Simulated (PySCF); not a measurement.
# C2H10BN (SMILES [BH3-][NH2+]CC): levels of theory compared

Wanted: a comparison of 6 runs (HF/STO-3G, B3LYP/6-31G*, B2PLYP/6-31G**, B3LYP/6-31G**, PBE0/def2-SVP, MP2/STO-3G) of C2H10BN. 

The results are computed with PySCF 2.14.0.

**1. The molecule**

C2H10BN has 14 atoms, charge 0, and is taken as a singlet. SMILES: `[BH3-][NH2+]CC`. Geometry: relaxed at GFN2-xTB. This is one conformer, not always the lowest.

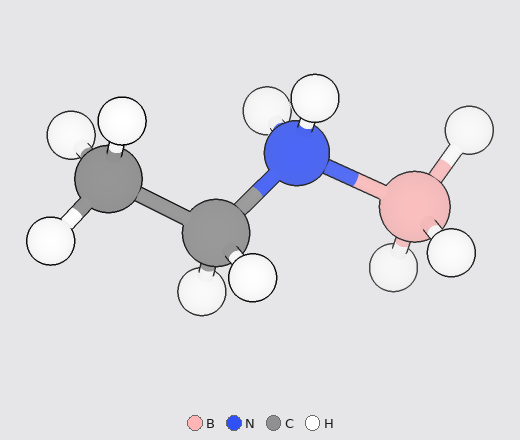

The structure, seen from a chosen angle (boron pink, nitrogen blue, carbon grey, hydrogen white).

**2. Energy and gradient at HF/STO-3G (run 1)**

File calc.py:

```python
from pyscf import gto

mol = gto.M(
    atom=[
    ('B', (-0.918910, 1.770270, -0.332780)),
    ('N', (-0.312610, 0.447330, 0.437080)),
    ('C', (0.354610, -0.512420, -0.437550)),
    ('C', (0.888190, -1.719090, 0.324230)),
    ('H', (-1.714150, 1.359350, -1.119470)),
    ('H', (-1.416510, 2.427480, 0.529220)),
    ('H', (0.010870, 2.308730, -0.847530)),
    ('H', (-1.096400, 0.009330, 0.911660)),
    ('H', (0.333010, 0.794900, 1.139960)),
    ('H', (-0.365740, -0.824850, -1.196070)),
    ('H', (1.166310, 0.011360, -0.945540)),
    ('H', (0.079330, -2.252350, 0.821020)),
    ('H', (1.614480, -1.413300, 1.075560)),
    ('H', (1.377520, -2.406760, -0.359780)),
],
    basis='sto-3g',
    verbose=4,
    max_memory=1860,
)

mf = mol.RHF()
mf.conv_tol = 1e-10
mf.kernel()
if not mf.converged:
    mf = mf.newton().run(mf.mo_coeff, mf.mo_occ)

e_tot = mf.e_tot
print('E = %.10f Eh' % e_tot)
grad = mf.nuc_grad_method().kernel()
mf.analyze()
```

Launch:

```bash
$ OMP_NUM_THREADS=1 python calc.py
```

Standard output:

```text
PySCF version 2.14.0

[... 80 lines left out ...]
Total Energy =                        -158.757401275945398
[... 8 lines left out ...]
MO #2   energy= -11.1346295021976  occ= 2
[... 6 lines left out ...]
MO #9   energy= -0.674985825481492 occ= 2
[... 6 lines left out ...]
MO #16  energy= -0.347243123160733 occ= 2
[... 6 lines left out ...]
MO #23  energy= 0.664403144298906  occ= 0
[... 6 lines left out ...]
MO #30  energy= 0.905207595245843  occ= 0
[... 47 lines left out ...]
Dipole moment(X, Y, Z, Debye):  2.28609, -4.88198,  2.52120
```

Wall time 2.1 s (1 thread of Intel Xeon at 2.70GHz, shared host); peak memory 0.12 GiB.

**3. Energy and forces at B3LYP/6-31G(d) (Cartesian functions) (run 2)**

File calc.py:

```python
# [BH3-][NH2+]CC
import pyscf.grad
from pyscf import gto, dft

mol = gto.M(
    atom='''
B   -0.918910   1.770270  -0.332780
N   -0.312610   0.447330   0.437080
C    0.354610  -0.512420  -0.437550
C    0.888190  -1.719090   0.324230
H   -1.714150   1.359350  -1.119470
H   -1.416510   2.427480   0.529220
H    0.010870   2.308730  -0.847530
H   -1.096400   0.009330   0.911660
H    0.333010   0.794900   1.139960
H   -0.365740  -0.824850  -1.196070
H    1.166310   0.011360  -0.945540
H    0.079330  -2.252350   0.821020
H    1.614480  -1.413300   1.075560
H    1.377520  -2.406760  -0.359780
''',
    verbose=4,
    basis='6-31g*',
    cart=True,
    spin=0,
    max_memory=1860,
)

calc0 = dft.RKS(mol)
calc0.xc = 'b3lyp'
calc0.conv_tol = 1e-10
calc0.grids.level = 5
calc0.kernel()
if not calc0.converged:
    calc0 = calc0.newton().run(calc0.mo_coeff, calc0.mo_occ)

energy = calc0.e_tot
print('Final energy', energy)
grad = calc0.Gradients().kernel()
calc0.analyze()
```

Launch:

```bash
$ OMP_NUM_THREADS=1 python calc.py
```

Standard output:

```text
PySCF version 2.14.0

[... 110 lines left out ...]
MO #5   energy= -0.962754504737634 occ= 2
[... 14 lines left out ...]
MO #20  energy= 0.102099991179462  occ= 0
[... 14 lines left out ...]
MO #35  energy= 0.525424403825863  occ= 0
[... 14 lines left out ...]
MO #50  energy= 0.950941942364348  occ= 0
[... 14 lines left out ...]
MO #65  energy= 1.90601315231395   occ= 0
[... 14 lines left out ...]
MO #80  energy= 4.384778244899     occ= 0
[... 97 lines left out ...]
Dipole moment(X, Y, Z, Debye):  2.18849, -4.64446,  2.31750
```

Run time: 33 s. Hardware: 1 thread of Intel Xeon at 2.70GHz, shared host; peak memory 0.82 GiB.

Runs 3 to 5 aren't shown in full; the table further down has their settings and results.

**4. Energy and forces at MP2/STO-3G (run 6)**

File calc.py:

```python
# [BH3-][NH2+]CC
from pyscf import gto, mp

mol = gto.Mole()
mol.atom = '''
B     -0.918910     1.770270    -0.332780
N     -0.312610     0.447330     0.437080
C      0.354610    -0.512420    -0.437550
C      0.888190    -1.719090     0.324230
H     -1.714150     1.359350    -1.119470
H     -1.416510     2.427480     0.529220
H      0.010870     2.308730    -0.847530
H     -1.096400     0.009330     0.911660
H      0.333010     0.794900     1.139960
H     -0.365740    -0.824850    -1.196070
H      1.166310     0.011360    -0.945540
H      0.079330    -2.252350     0.821020
H      1.614480    -1.413300     1.075560
H      1.377520    -2.406760    -0.359780
'''
mol.basis = 'sto-3g'
mol.verbose = 4
mol.spin = 0
mol.max_memory = 1860
mol.build()

hf = mol.RHF()
hf.conv_tol = 1e-10
hf.kernel()
if not hf.converged:
    hf = hf.newton().run(hf.mo_coeff, hf.mo_occ)

pt = mp.MP2(hf, frozen=4).run()
etot = pt.e_tot
print(f'total energy: {etot:.8f} hartree')
grad = pt.nuc_grad_method().kernel()
hf.analyze()
```

Launch:

```bash
$ OMP_NUM_THREADS=1 python calc.py
```

Standard output:

```text
PySCF version 2.14.0

[... 85 lines left out ...]
Total Energy =                        -158.757401275945398
[... 8 lines left out ...]
MO #2   energy= -11.1346295021976  occ= 2
[... 6 lines left out ...]
MO #9   energy= -0.674985825481492 occ= 2
[... 6 lines left out ...]
MO #16  energy= -0.347243123160733 occ= 2
[... 6 lines left out ...]
MO #23  energy= 0.664403144298906  occ= 0
[... 6 lines left out ...]
MO #30  energy= 0.905207595245843  occ= 0
[... 47 lines left out ...]
Dipole moment(X, Y, Z, Debye):  2.28609, -4.88198,  2.52120
```

Run time: 2.5 s. Hardware: 1 thread of Intel Xeon at 2.70GHz, shared host; peak memory 0.12 GiB.

**5. The series**

| run | level | Cartesian functions | integration grid | energy (Eh) | dipole moment (D) of the reference | HOMO energy (eV) | LUMO energy (eV) | wall time |
| --- | --- | --- | --- | --- | --- | --- | --- | --- |
| 1 | HF/STO-3G | no | – | -158.757401 | 5.95 | -9.43 | 14.26 | 2.1 s |
| 2 | B3LYP/6-31G* (Cartesian functions) | yes | 5 | -161.838474 | 5.63 | -7.18 | 1.14 | 33 s |
| 3 | B2PLYP/6-31G** (spherical functions) | no | 5 | -161.640408 | 5.65 | -8.76 | 2.71 | 29 s |
| 4 | B3LYP/6-31G** (spherical functions) | no | 5 | -161.851035 | 5.60 | -7.18 | 1.17 | 60 s |
| 5 | PBE0/def2-SVP | no | 5 | -161.509359 | 5.69 | -7.57 | 0.87 | 43 s |
| 6 | MP2/STO-3G | no | – | -158.958007 | 5.95 | -9.43 | 14.26 | 2.5 s |

**6. What came out**

| quantity | value |
| --- | --- |
| run 6: total energy | -158.95801 Eh |
| run 6: dipole moment (Hartree–Fock density) | 5.95 D |
| run 6: HOMO energy (Hartree–Fock orbitals) | -9.43 eV |
| run 6: LUMO energy (Hartree–Fock orbitals) | 14.26 eV |
| run 6: HOMO–LUMO gap (Hartree–Fock orbitals) | 23.70 eV |
| run 6: correlation energy (4 core orbitals frozen) | -200.6 mEh |
| run 6: largest force on an atom | 2.937 eV/Å |

**Reading.** Over runs 1, 2, 3, 4, 5 the dipole moment (its size) runs from 5.60 D (B3LYP/6-31G**) to 5.95 D (HF/STO-3G). The two ends differ in method and basis. Over runs 1, 2, 3, 4, 5 the HOMO–LUMO gap runs from 8.33 eV (B3LYP/6-31G*) to 23.70 eV (HF/STO-3G). Totals of different functionals can't be ranked against each other. In runs 1, 6 the basis is minimal, so the values are rough. All runs together took 2.8 min, the longest 60 s.
